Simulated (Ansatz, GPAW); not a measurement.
# Optical response of RbS3F (model structure)

Aim: the dielectric function of RbS3F (model structure), and the optical constants that follow from it. The cell was made here by substitution or stacking, whether or not such a phase is known. It was built so: All Cl replaced by F and O replaced by S in the R3m structure of RbClO3. The cell is first relaxed with Ansatz.

Method: DFT, RPBE, plane-wave PAW (GPAW data sets), scalar-relativistic, RPA, optical limit, in GPAW 26.7.0.

### Step 1. The starting structure

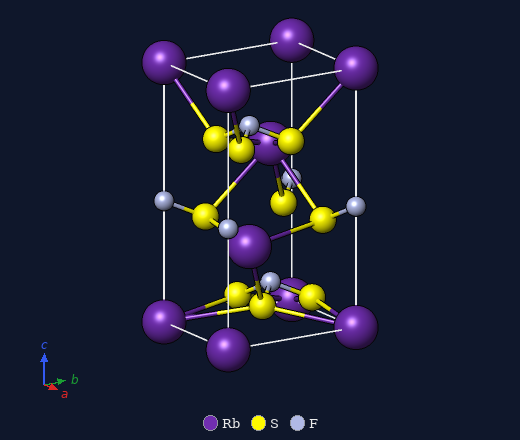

The starting structure, seen slightly off an axis (rubidium purple, sulfur yellow, fluorine light blue). This picture shows the conventional cell, with its axes. Bonds to atoms that aren't drawn are left out. Some periodic images of atoms are drawn too.

### Step 2. Relaxation

The structure was built or cut out here, so it is relaxed before any spectrum is computed.

This step: DFT, RPBE, plane-wave PAW, default files, scalar-relativistic, relaxation (Ansatz 0.2.0).

Input file input.yaml:

```yaml
crystal:
  lattice:
    - [3.42557846, 1.97775865, 3.06382718]
    - [-3.42557846, 1.97775865, 3.06382718]
    - [0.0, -3.95551729, 3.06382718]
  atoms:
    - { symbol: Rb, position: [0.0, 0.0, 0.0] }
    - { symbol: S, position: [0.1389, 0.5277, 0.5277] }
    - { symbol: S, position: [0.5277, 0.5277, 0.1389] }
    - { symbol: S, position: [0.5277, 0.1389, 0.5277] }
    - { symbol: F, position: [0.4668, 0.4668, 0.4668] }
kpoints:
  mp_grid: { grid: [5, 5, 5] }
scf:
  occupations: { method: fermi_dirac, width: 0.05 }
hamiltonian:
  xc: rpbe
output:
  forces: true
  stress: true
relax:
  f_tol: 0.02
  max_steps: 50
  cell: {}
```

Run with:

```console
> ansatz run input.yaml --threads 1 --pin off --max-ram 4096MiB --backend cpu --events-out ev --progress --plain --runs-dir out
```

Numbers of over 12 decimals in the logs are rounded to 6 here.

What it wrote:

```text
Engine: ansatz 0.2.0, aarch64-unknown-linux-gnu
Pseudopotentials: kind: paw
Pseudopotential: Rb, paw, valence charge 9, recommended cutoff 420 eV (normal), Rb.paw.azcp
Pseudopotential: S, paw, valence charge 6, recommended cutoff 420 eV (normal), S.paw.azcp
Pseudopotential: F, paw, valence charge 7, recommended cutoff 420 eV (normal), F.paw.azcp
Functional definition: RPBE
  parameter kappa = 0.804
  parameter beta = 0.066725
  exchange = rpbe_x(kappa = kappa, mu = beta*pi^2/3)
  correlation = pbe_c(beta = beta)
Crystal: 5 atoms, lattice volume = 124.544 Å³
Basis set: ecut = 420 eV, 2435 PW (Γ), exchange–correlation on 72×72×72 points (8 copies of the dense FFT grid, shifted against one another)
Bands: 22, of which v1, the nominal top of the filled ones, is band 17 counted from 1 (16 counted from 0)
Symmetry: 6 space group operations
Space group: R3m (ITA 160), of the structure as read, at distance tolerance 5.0e-5 Å
k-points: 19 of 125 (time reversal used)
Non-local potential: Rb, projectors of the file, l = 0: 3, l = 1: 2, l = 2: 2
Non-local potential: S, projectors of the file, l = 0: 2, l = 1: 2, l = 2: 2
Non-local potential: F, projectors of the file, l = 0: 2, l = 1: 2, l = 2: 1
PAW form: soft (Blöchl's): semilocal exchange-correlation on the pseudo side does not see the compensation charge
PAW frozen core: Rb, regenerated for the run's functional, and the local potential with it (the file was generated under x = pbe(κ = 0.804, μ = 0.219515), c = pbe(β = 0.066725))
PAW frozen core: S, regenerated for the run's functional, and the local potential with it (the file was generated under x = pbe(κ = 0.804, μ = 0.219515), c = pbe(β = 0.066725))
PAW frozen core: F, regenerated for the run's functional, and the local potential with it (the file was generated under x = pbe(κ = 0.804, μ = 0.219515), c = pbe(β = 0.066725))
PAW one-centre angular grid: Rb, 110 points (default); XC on 64 Gauss nodes
PAW one-centre angular grid: S, 110 points (default); XC on 64 Gauss nodes
PAW one-centre angular grid: F, 110 points (default); XC on 64 Gauss nodes
Initial density: superposition of atomic densities (neutral atoms: chi_scale 0, normalization atom), corrected by the library's trained network
Initial wavefunctions: pseudopotential atomic-orbital guess
Functional: x = rpbe, c = pbe(β = 0.066725)
SCF iter   1: F=—  HF=-6792.742139 eV  |F-HF|=—  |Δ(HF+E_count)|=         —  Δρ=1.92e-2  dr2=4.04e-1  ethr=1.77e-3  ⟨swp⟩=6.5  Hψ=2335  notcnv=0
preconditioner: auto → Kerker (q_TF=auto, 2.197 Å⁻¹)  [metal: Δε(μ)=0.102 eV  Ē_g=10.981 eV  σ=0.050 eV  W_gap=0.46  n_scr=20 (ndim 8)  ℏωp=18.2 eV  f_vac=0.010  D(μ)=4.16/eV (n_scr^D=26)]
SCF iter   2: F=—  HF=-6792.667569 eV  |F-HF|=—  |Δ(HF+E_count)|=   7.46e-2  Δρ=7.58e-3  dr2=9.11e-2  ethr=1.19e-3  ⟨swp⟩=2.0  Hψ=615  notcnv=0
preconditioner: auto → Resta (q_TF=auto, 2.197 Å⁻¹)  ε∞=3.8  [insulator: Δε(μ)=0.147 eV  Ē_g=10.950 eV  σ=0.050 eV  W_gap=0.62  n_scr=20 (ndim 8)  ℏωp=18.2 eV  f_vac=0.008  D(μ)=3.63/eV (n_scr^D=26)  ε∞_Penn≈3.8]
SCF iter   3: F=—  HF=-6792.647675 eV  |F-HF|=—  |Δ(HF+E_count)|=   1.99e-2  Δρ=1.28e-3  dr2=4.34e-3  ethr=2.68e-4  ⟨swp⟩=2.2  Hψ=627  notcnv=0
SCF iter   4: F=—  HF=-6792.648097 eV  |F-HF|=—  |Δ(HF+E_count)|=   4.22e-4  Δρ=6.66e-4  dr2=5.89e-4  ethr=1.28e-5  ⟨swp⟩=3.0  Hψ=738  notcnv=0
SCF iter   5: F=—  HF=-6792.648385 eV  |F-HF|=—  |Δ(HF+E_count)|=   2.88e-4  Δρ=1.18e-4  dr2=2.80e-5  ethr=1.73e-6  ⟨swp⟩=2.0  Hψ=662  notcnv=0
SCF iter   6: F=—  HF=-6792.648997 eV  |F-HF|=—  |Δ(HF+E_count)|=   6.12e-4  Δρ=3.66e-5  dr2=1.75e-6  ethr=8.24e-8  ⟨swp⟩=2.0  Hψ=668  notcnv=0
SCF iter   7: F=—  HF=-6792.649000 eV  |F-HF|=—  |Δ(HF+E_count)|=   3.47e-6  Δρ=9.03e-6  dr2=1.40e-7  ethr=5.15e-9  ⟨swp⟩=2.0  Hψ=669  notcnv=0
SCF iter   8: F=-6792.649001 eV  HF=-6792.649001 eV  |F-HF|=1.86e-8  |Δ(HF+E_count)|=   2.10e-7  Δρ=2.15e-6  dr2=6.38e-9  ethr=2.94e-10  ⟨swp⟩=4.9  Hψ=1559  notcnv=0
SCF 1 converged in 8 iterations: F = -6792.649001 eV  dr2 = 6.38e-9
  greatest PAW one-centre occupation: 0.973 electrons in one spin orbital (limit 2), on the Rb atom at site 0 (counted from 0), in its partial waves of l = 0
relax step   1: F+E_penalty+E_count = -6792.64900064 eV  Δ(F+E_penalty+E_count) = +0.000e0 eV  max|allowed force component| = 7.201e0 eV/Å  Δτ_max = 0.0000 Å  P = +17.052 GPa  Ω = 124.544 Å³  (8 SCF iters, dr2 threshold 1.00e-7 eV, accepted)
Crystal: 5 atoms, lattice volume = 132.123 Å³
Basis set: ecut = 420 eV, 2597 PW (Γ), exchange–correlation on 72×72×72 points (8 copies of the dense FFT grid, shifted against one another)
Initial density: handed on by an earlier stage of this run
Initial wavefunctions: those handed on with the density
iter 1 solved again at ethr=1.85e-3 eV; its pass at ethr=3.10e-3 eV (dr2=6.29e-1 eV) is discarded
SCF iter   1: F=—  HF=-6794.602477 eV  |F-HF|=—  |Δ(HF+E_count)|=         —  Δρ=1.82e-2  dr2=6.36e-1  ethr=1.85e-3  ⟨swp⟩=1.0  Hψ=2464  notcnv=0
preconditioner: auto → LDOS  [metal: Δε(μ)=0.038 eV  Ē_g=10.317 eV  σ=0.050 eV  W_gap=0.18  n_scr=20 (ndim 8)  ℏωp=17.7 eV  f_vac=0.020  D(μ)=6.07/eV (n_scr^D=56)  β→1.0]
SCF iter   2: F=—  HF=-6794.416913 eV  |F-HF|=—  |Δ(HF+E_count)|=   1.86e-1  Δρ=1.35e-2  dr2=1.20e-1  ethr=1.85e-3  ⟨swp⟩=2.7  Hψ=780  notcnv=0
SCF iter   3: F=—  HF=-6794.429662 eV  |F-HF|=—  |Δ(HF+E_count)|=   1.27e-2  Δρ=4.81e-3  dr2=2.21e-2  ethr=3.52e-4  ⟨swp⟩=2.5  Hψ=889  notcnv=0
SCF iter   4: F=—  HF=-6794.429154 eV  |F-HF|=—  |Δ(HF+E_count)|=   5.07e-4  Δρ=1.37e-3  dr2=2.18e-3  ethr=6.49e-5  ⟨swp⟩=2.0  Hψ=831  notcnv=0
SCF iter   5: F=—  HF=-6794.429713 eV  |F-HF|=—  |Δ(HF+E_count)|=   5.59e-4  Δρ=4.51e-4  dr2=1.72e-4  ethr=6.42e-6  ⟨swp⟩=2.8  Hψ=731  notcnv=0
SCF iter   6: F=—  HF=-6794.429755 eV  |F-HF|=—  |Δ(HF+E_count)|=   4.18e-5  Δρ=1.23e-4  dr2=1.47e-5  ethr=5.05e-7  ⟨swp⟩=2.1  Hψ=658  notcnv=0
SCF iter   7: F=-6794.429768 eV  HF=-6794.429768 eV  |F-HF|=3.54e-7  |Δ(HF+E_count)|=   1.29e-5  Δρ=1.61e-5  dr2=2.87e-7  ethr=1.47e-9  ⟨swp⟩=3.4  Hψ=1867  notcnv=0
SCF 2 converged in 7 iterations: F = -6794.429768 eV  dr2 = 2.87e-7
relax step   2: F+E_penalty+E_count = -6794.42976820 eV  Δ(F+E_penalty+E_count) = -1.781e0 eV  max|allowed force component| = 4.324e0 eV/Å  Δτ_max = 0.1225 Å  P = +9.640 GPa  Ω = 132.123 Å³  energy of the carried Pulay correction = -3.498e-3 eV  (7 SCF iters, dr2 threshold 5.00e-7 eV, accepted)
Crystal: 5 atoms, lattice volume = 137.095 Å³
Basis set: ecut = 420 eV, 2681 PW (Γ), exchange–correlation on 72×72×72 points (8 copies of the dense FFT grid, shifted against one another)
[...]
relax step  33: F+E_penalty+E_count = -6801.74234188 eV  Δ(F+E_penalty+E_count) = -5.572e-3 eV  max|allowed force component| = 5.637e-2 eV/Å  Δτ_max = 0.0159 Å  P = +0.073 GPa  Ω = 176.717 Å³  energy of the carried Pulay correction = -1.034e-2 eV  (7 SCF iters, dr2 threshold 1.27e-7 eV, accepted)
relax step  34: F+E_penalty+E_count = -6801.74293063 eV  Δ(F+E_penalty+E_count) = -5.888e-4 eV  max|allowed force component| = 2.304e-2 eV/Å  Δτ_max = 0.0144 Å  P = -0.024 GPa  Ω = 176.778 Å³  energy of the carried Pulay correction = -1.039e-2 eV  (6 SCF iters, dr2 threshold 1.99e-7 eV, accepted)
relax step  35: F+E_penalty+E_count = -6801.74296206 eV  Δ(F+E_penalty+E_count) = -3.143e-5 eV  max|allowed force component| = 3.455e-3 eV/Å  Δτ_max = 0.0009 Å  P = +0.005 GPa  Ω = 176.771 Å³  energy of the carried Pulay correction = -1.039e-2 eV  (5 SCF iters, dr2 threshold 3.32e-8 eV, accepted)
relax step  36: F+E_penalty+E_count = -6801.78720421 eV  Δ(F+E_penalty+E_count) = -4.424e-2 eV  max|allowed force component| = 9.027e-3 eV/Å  Δτ_max = 0.0000 Å  P = +0.251 GPa  Ω = 176.771 Å³  stress off target by 7.12e-1 GPa  SCF on the basis re-selected at this cell (its energy is not comparable with the rows above)  (8 SCF iters)
relax step  37: F+E_penalty+E_count = -6801.80631934 eV  Δ(F+E_penalty+E_count) = -1.912e-2 eV  max|allowed force component| = 1.525e-2 eV/Å  Δτ_max = 0.0345 Å  P = +0.171 GPa  Ω = 181.116 Å³  energy of the carried Pulay correction = -2.013e-3 eV  (6 SCF iters, dr2 threshold 5.00e-7 eV, accepted)
relax step  38: F+E_penalty+E_count = -6801.81502539 eV  Δ(F+E_penalty+E_count) = -8.706e-3 eV  max|allowed force component| = 2.585e-2 eV/Å  Δτ_max = 0.0399 Å  P = +0.064 GPa  Ω = 187.141 Å³  energy of the carried Pulay correction = -5.523e-3 eV  (6 SCF iters, dr2 threshold 5.00e-7 eV, accepted)
relax step  39: F+E_penalty+E_count = -6801.81633046 eV  Δ(F+E_penalty+E_count) = -1.305e-3 eV  max|allowed force component| = 2.819e-3 eV/Å  Δτ_max = 0.0104 Å  P = +0.010 GPa  Ω = 188.465 Å³  energy of the carried Pulay correction = -6.487e-3 eV  (6 SCF iters, dr2 threshold 1.07e-7 eV, accepted)
relax step  40: F+E_penalty+E_count = -6801.81594455 eV  Δ(F+E_penalty+E_count) = +3.859e-4 eV  max|allowed force component| = 8.813e-4 eV/Å  Δτ_max = 0.0057 Å  P = +0.002 GPa  Ω = 189.170 Å³  energy of the carried Pulay correction = -7.005e-3 eV  (8 SCF iters, accepted)
relax step  41: F+E_penalty+E_count = -6801.83163805 eV  Δ(F+E_penalty+E_count) = -1.569e-2 eV  max|allowed force component| = 2.706e-3 eV/Å  Δτ_max = 0.0000 Å  P = +0.079 GPa  Ω = 189.170 Å³  stress off target by 2.40e-1 GPa  SCF on the basis re-selected at this cell (its energy is not comparable with the rows above)  (7 SCF iters)
relax step  42: F+E_penalty+E_count = -6801.83426398 eV  Δ(F+E_penalty+E_count) = -2.626e-3 eV  max|allowed force component| = 5.234e-3 eV/Å  Δτ_max = 0.0234 Å  P = +0.019 GPa  Ω = 193.154 Å³  energy of the carried Pulay correction = -1.712e-3 eV  (6 SCF iters, dr2 threshold 1.44e-7 eV, accepted)
relax step  43: F+E_penalty+E_count = -6801.83372935 eV  Δ(F+E_penalty+E_count) = +5.346e-4 eV  max|allowed force component| = 7.300e-2 eV/Å  Δτ_max = 0.0070 Å  P = +0.084 GPa  Ω = 194.448 Å³  energy of the carried Pulay correction = -2.348e-3 eV  (7 SCF iters, dr2 threshold 1.22e-8 eV, accepted)
relax step  44: F+E_penalty+E_count = -6801.83387079 eV  Δ(F+E_penalty+E_count) = -1.414e-4 eV  max|allowed force component| = 1.611e-3 eV/Å  Δτ_max = 0.0020 Å  P = +0.004 GPa  Ω = 194.700 Å³  energy of the carried Pulay correction = -2.462e-3 eV  (5 SCF iters, dr2 threshold 3.33e-7 eV, accepted)
iter 1 solved again at ethr=2.24e-7 eV; its pass at ethr=3.10e-3 eV (dr2=7.63e-5 eV) is discarded
SCF iter   1: F=—  HF=-6801.837220 eV  |F-HF|=—  |Δ(HF+E_count)|=         —  Δρ=1.54e-4  dr2=6.79e-6  ethr=2.24e-7  ⟨swp⟩=3.1  Hψ=3494  notcnv=0
preconditioner: auto → Resta (q_TF=auto, 2.040 Å⁻¹)  ε∞=3.3  [insulator: Δε(μ)=1.883 eV  Ē_g=9.710 eV  σ=0.050 eV  W_gap=1.00  n_scr=26 (ndim 8)  ℏωp=14.6 eV  f_vac=0.309  D(μ)=0.00/eV (n_scr^D=0)  ε∞_Penn≈3.3]
SCF iter   2: F=—  HF=-6801.837219 eV  |F-HF|=—  |Δ(HF+E_count)|=   1.13e-6  Δρ=7.12e-5  dr2=3.28e-6  ethr=2.00e-8  ⟨swp⟩=2.0  Hψ=785  notcnv=0
SCF iter   3: F=—  HF=-6801.837163 eV  |F-HF|=—  |Δ(HF+E_count)|=   5.63e-5  Δρ=4.17e-5  dr2=6.93e-7  ethr=9.64e-9  ⟨swp⟩=2.0  Hψ=715  notcnv=0
SCF iter   4: F=—  HF=-6801.837165 eV  |F-HF|=—  |Δ(HF+E_count)|=   2.30e-6  Δρ=2.25e-6  dr2=7.61e-9  ethr=2.04e-9  ⟨swp⟩=2.0  Hψ=719  notcnv=0
SCF iter   5: F=—  HF=-6801.837165 eV  |F-HF|=—  |Δ(HF+E_count)|=   6.64e-9  Δρ=3.98e-7  dr2=6.14e-10  ethr=2.24e-11  ⟨swp⟩=2.0  Hψ=723  notcnv=0
SCF iter   6: F=-6801.837165 eV  HF=-6801.837165 eV  |F-HF|=4.55e-11  |Δ(HF+E_count)|=  4.35e-10  Δρ=1.17e-7  dr2=3.98e-11  ethr=1.00e-12  ⟨swp⟩=4.0  Hψ=2040  notcnv=0
SCF 45 converged in 6 iterations: F = -6801.837165 eV  dr2 = 3.98e-11
relax step  45: F+E_penalty+E_count = -6801.83716503 eV  Δ(F+E_penalty+E_count) = -3.294e-3 eV  max|allowed force component| = 1.610e-3 eV/Å  Δτ_max = 0.0000 Å  P = +0.017 GPa  Ω = 194.700 Å³  stress off target by 4.98e-2 GPa  SCF on the basis re-selected at this cell (its energy is not comparable with the rows above)  (6 SCF iters)
basis re-selected at this cell: Δ(F+E_penalty+E_count) = -3.294e-3 eV, ΔP = +0.013 GPa vs the last step (what re-selecting the basis moved, of the pressure what is left beyond the Pulay correction that the steps carried, after the strain that the cell walked since its last selection, with what the two solves' SCF thresholds leave and, on support functions, any second-order correction that the steps lacked; it is no m [...]
SCF converged after 6 iterations
Free energy (F): -6801.837165 eV
Harris-Foulkes:  -6801.837165 eV  (|F-HF|=4.55e-11)
Internal energy: -6801.837165 eV  (E = F + TS)
E sigma→0 (E₀):  -6801.837165 eV
Entropy (-TS):   -0.000000 eV (-0.000 meV/atom)
Fermi energy:    1.363817 eV
--- Per-component energies (eV) ---
  E_band       = -255.058331
  E_kinetic    = 712.914252
  E_local      = -2366.824818  (includes V_loc(G=0)·N_el)
  E_nonlocal   = 330.108827
  E_hartree    = 840.873481
  E_xc         = -501.410692
  E_vxc        = -498.285448  (∫ρ·V_xc dr)
  E_paw        = -4635.665804  (= ΣΔE_a)
  E_vpaw       = -114.720299  (= ΣTr[D̂ρ^β])
  E_aug_tail   = 0.002057  (compensation charges beyond the density's cutoff)
  E_ewald      = -1181.635861
  E_core_change = -0.198608  (= ΣΔE_core)
  E_smearing   = -0.000000  (= −TS)
  E_closure    = -0.000000  (closes the sum)
  Σ components = -6801.837165   (vs F -6801.837165, Δ=0.00e0)
--- Forces (eV/Å), atoms counted from 1 ---
  atom   1  Rb     0.00000000    -0.00000000    -0.00161000
  atom   2  S      0.00118251     0.00068272     0.00074731
  atom   3  S      0.00000000    -0.00136544     0.00074731
  atom   4  S     -0.00118251     0.00068272     0.00074731
  atom   5  F      0.00000000    -0.00000000    -0.00063247
  max |Σ_I F_I| component: 5.32e-7 eV/Å
--- Stress (GPa, compression-positive) ---
        0.000582       0.000000       0.000000
        0.000000       0.000582       0.000000
        0.000000       0.000000       0.049823
  P = ⅓ Tr σ = 0.0170 GPa (0.170 kbar)
--- Relaxed structure (40 steps of the walk, 39 accepted, 5 SCFs on fresh bases) ---
  F+E_penalty+E_count = -6801.83716503 eV   max|allowed force component| = 1.610e-3 eV/Å   (the final SCF, on the basis selected at the relaxed cell)
  cell:  # Å, volume = 194.6997 Å³
    - [3.332265, 1.923884, 5.061689]
    - [-3.332265, 1.923884, 5.061689]
    - [0, -3.847769, 5.061689]
  atoms:
    - { symbol: Rb, position: [0.191034, 0.191034, 0.191034] }
    - { symbol: S, position: [-0.083792, 0.595898, 0.595898] }
    - { symbol: S, position: [0.595898, 0.595898, -0.083792] }
    - { symbol: S, position: [0.595898, -0.083792, 0.595898] }
    - { symbol: F, position: [0.362063, 0.362063, 0.362063] }
```

The job ended after 3.6 min (1 thread of Arm Neoverse V2, shared host; peak memory 0.39 GiB).

Relaxation path (22 of 45):

| step | energy less that of the first step (eV) | largest force component (eV/Å) | pressure (GPa) | volume (Å³) |
| --- | --- | --- | --- | --- |
| 1 | 0.0000 | 7.2015 | 17.05 | 124.54 |
| 3 | -3.1886 | 1.6294 | 2.97 | 137.10 |
| 5 | -4.0275 | 0.6904 | -0.68 | 124.41 |
| 7 | -5.7904 | 2.2283 | -1.68 | 112.28 |
| 9 | -7.6062 | 3.4140 | 13.92 | 104.86 |
| 11 | -8.6218 | 0.4586 | 1.95 | 123.05 |
| 14 | -8.8195 | 0.0660 | 0.19 | 144.73 |
| 16 | -8.8223 | 0.0223 | -0.04 | 147.44 |
| 18 | -8.8224 | 0.0016 | 0.00 | 147.46 |
| 20 | -8.8827 | 0.0638 | 0.38 | 153.49 |
| 22 | -8.9189 | 0.0564 | 0.04 | 163.43 |
| 24 | -8.9271 | 0.1708 | 0.11 | 160.85 |
| 26 | -8.9337 | 0.0059 | 0.02 | 161.51 |
| 28* | -9.0016 | 0.0123 | 0.42 | 161.85 |
| 30 | -9.0706 | 0.0097 | 0.24 | 170.13 |
| 32 | -9.0878 | 0.0215 | -0.21 | 180.50 |
| 35 | -9.0940 | 0.0035 | 0.01 | 176.77 |
| 37 | -9.1573 | 0.0152 | 0.17 | 181.12 |
| 39 | -9.1673 | 0.0028 | 0.01 | 188.47 |
| 41* | -9.1826 | 0.0027 | 0.08 | 189.17 |
| 43 | -9.1847 | 0.0730 | 0.08 | 194.45 |
| 45* | -9.1882 | 0.0016 | 0.02 | 194.70 |

Relaxation steps marked * repeat the geometry before them on a plane-wave basis chosen anew for their cell, so energy and pressure can jump there. Other such steps can lie between the rows shown. Relaxation step 24 was tried and not accepted.

The run keeps the 6 symmetry operations that it works with, so distortions that break them were not tested.

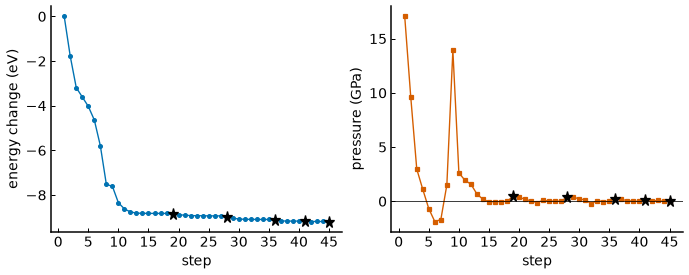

Energy and pressure along the relaxation. Stars mark steps on a basis chosen anew.

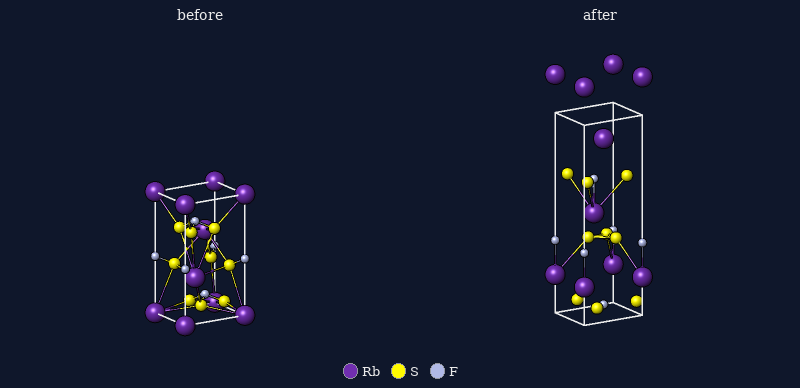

Before and after, at one scale. Bonds to atoms that aren't drawn are left out.

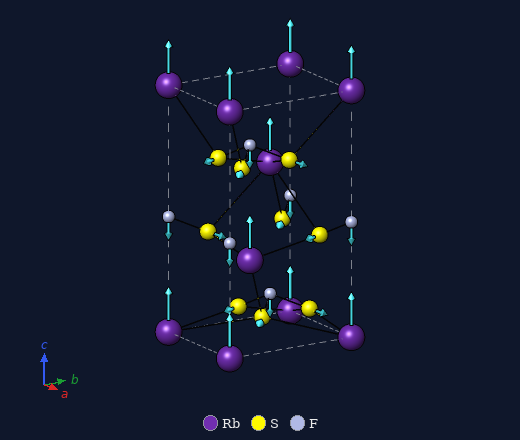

Displacements in the relaxation, scaled, measured against the changing cell; the longest in the cell stands for 2.90 Å. Bonds to atoms that aren't drawn are left out. Some periodic images of atoms are drawn too.

| cell as run | before | after | change |
| --- | --- | --- | --- |
| a (Å) | 5.003 | 6.358 | +27.1 % |
| b (Å) | 5.003 | 6.358 | +27.1 % |
| c (Å) | 5.003 | 6.358 | +27.1 % |
| α (°) | 86.42 | 63.21 | -26.9 % |
| β (°) | 86.42 | 63.21 | -26.9 % |
| γ (°) | 86.42 | 63.21 | -26.9 % |
| volume (Å³/atom) | 24.91 | 38.94 | +56.3 % |

The atoms that moved most (Å, as changes of fractional coordinates times the final cell):

| atom | dx | dy | dz | length |
| --- | --- | --- | --- | --- |
| Rb1 | 0.000 | 0.000 | 2.901 | 2.901 |
| F5 | 0.000 | 0.000 | -1.590 | 1.590 |
| S3 | 0.000 | 1.119 | -0.437 | 1.201 |
| S2 | -0.969 | -0.560 | -0.437 | 1.201 |
| S4 | 0.969 | -0.560 | -0.437 | 1.201 |

The relaxed structure:

```
Rb S F
1.0
     3.33227    1.92388    5.06169
    -3.33227    1.92388    5.06169
     0.00000   -3.84777    5.06169
Rb S F
1 3 1
Direct
  0.19103 0.19103 0.19103
  0.91621 0.59590 0.59590
  0.59590 0.59590 0.91621
  0.59590 0.91621 0.59590
  0.36206 0.36206 0.36206
```

The relaxation ends with a largest force component of 0.0016 eV/Å and a pressure of 0.02 GPa.

[end of part 1 of 3]

[Machine, clock and banner lines and Python warnings are left out of the logs.]

[Logs are printed without paths, hosts, clocks, repeated set-up lines and the standing remarks that a program may print on its own settings, such as how far it seeks lower states.]

[Hosts, paths, dates, database ids (printed as entryN), source tags and the programs' standing remarks are cut or masked in the printed files.]
